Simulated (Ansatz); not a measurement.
| atom | x (Å) | y (Å) | z (Å) |
| --- | --- | --- | --- |
| Cl | -0.9077 | -0.2790 | 1.9539 |
| Ge | -0.0181 | -0.0403 | 0.0014 |
| Cl | 1.7885 | -1.1841 | -0.0424 |
| Cl | -1.2803 | -0.7669 | -1.5327 |
| Br | 0.4675 | 2.1967 | -0.4214 |

Not at a stationary point (largest force 0.8 eV/Å).

Theory: Ansatz 0.2.0, SCF cam_b3lyp, Gaussian basis.

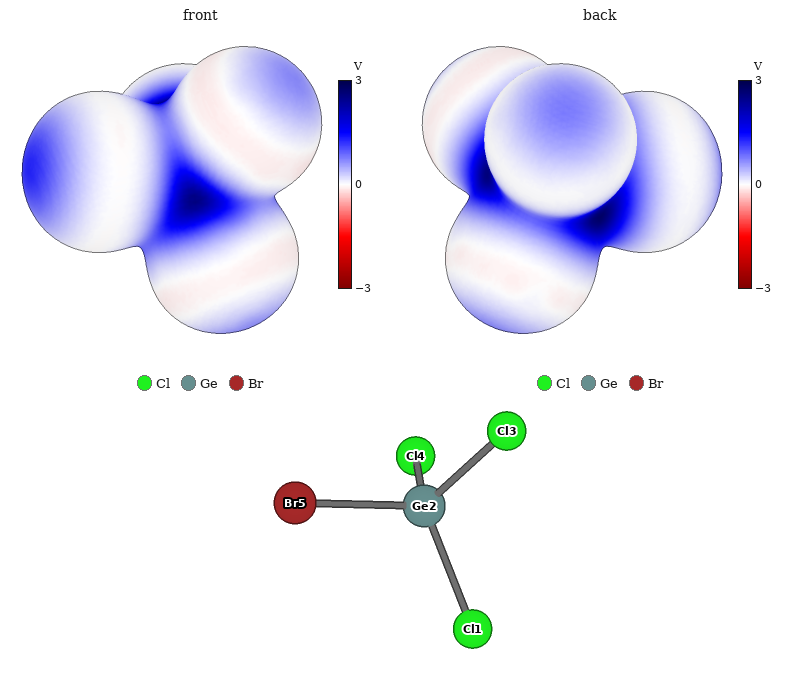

BrCl₃Ge (SMILES [Cl][Ge]([Cl])([Cl])[Br]). The electrostatic potential painted on the density surface at 0.004 e/bohr³, seen from the front and from behind; the colour scale runs from red (negative) to blue (positive). The bare structure is drawn below in the same view.

Describe the electrostatic potential map.

Answer. The most negative region (about −0.1 V) lies over Cl1 and Cl3, the most positive (about +2.5 V) over Ge2. Cl1 shows a σ-hole: about +0.7 V at the tip opposite its bond, against about 0.0 V on its flanks. Cl3 shows a σ-hole: about +0.7 V at the tip opposite its bond, against about 0.0 V on its flanks. Cl4 shows a σ-hole: about +0.8 V at the tip opposite its bond, against about 0.0 V on its flanks. Br5 shows a σ-hole: about +1.3 V at the tip opposite its bond, against about 0.0 V on its flanks.
